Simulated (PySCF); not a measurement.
SMILES C(C[SeH])c1sccc1 (C₆H₈SSe) at its GFN2-xTB optimised geometry (Å):

```
16

Se     2.0843    -0.9379     1.5983
C      1.3131    -1.8013     0.0000
C     -0.2130    -1.8013     0.0000
C     -0.7642    -0.4176     0.0000
C     -1.3495     0.2586     1.0233
C     -1.7117     1.5818     0.6801
C     -1.3918     1.8936    -0.5988
S     -0.6421     0.5793    -1.4158
H      1.5410    -1.9004     2.5341
H      1.6997    -1.2239    -0.8418
H      1.7117    -2.8156    -0.0493
H     -0.5498    -2.3394    -0.8912
H     -0.5832    -2.3311     0.8817
H     -1.5209    -0.1722     1.9939
H     -2.1859     2.2661     1.3604
H     -1.5436     2.8156    -1.1237
```

Calculation: B3LYP/def2-TZVP (PySCF 2.14.0). Cells within 0.4 Å of a nucleus heavier than hydrogen are left out (blank, or x).

Map of the electrostatic potential (hartree/e), clipped to [-0.08, 0.12] on the plane z = 0.0 Å:

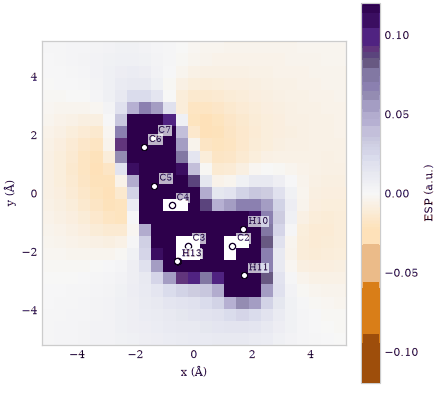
Electrostatic potential (hartree/e), clipped to [-0.08, 0.12] on the plane z = 0.0 Å.
